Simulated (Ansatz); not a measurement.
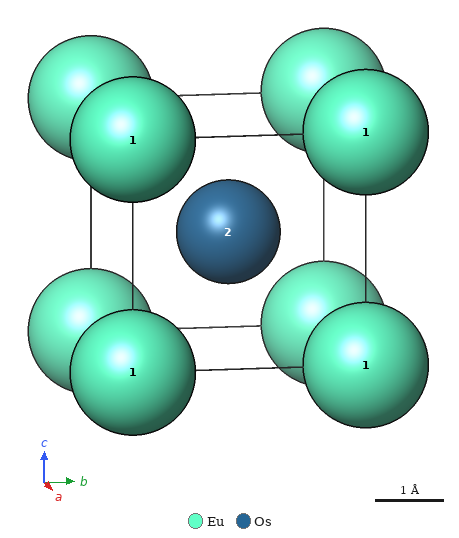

The starting point is solid EuOs (built on the CsCl type). The picture is a spheres-only view of the cell of the calculation, seen slightly off an axis.

All numbers below come from DFT PBE+U, scalar-relativistic, plane waves, PAW (Ansatz 0.2.0). (plane-wave cutoff 420 eV; k-point mesh 8 × 8 × 8; occupations gaussian; smearing width 0.05 eV; U Eu 6.0 eV; collinear spin)

The variant: The cell is strained by +1.0 % along b and none across it (volume +1.0 %), the atoms keeping their fractional coordinates. No relaxation follows.

> What does the calculation give for the changed structure?

The energy changes by less than 1 meV per atom. Pressure: 0.0 GPa before, −0.7 GPa after. All forces vanish by symmetry. The absolute magnetisation per cell goes from 8.00 to 8.02 μB (net moment 5.81 and 5.79 μB). Some distances before and after: Eu–Os 3.050 → 3.061 Å. The space group (tolerance 0.01 Å) goes from Pm-3m (No. 221) to P4/mmm (No. 123).
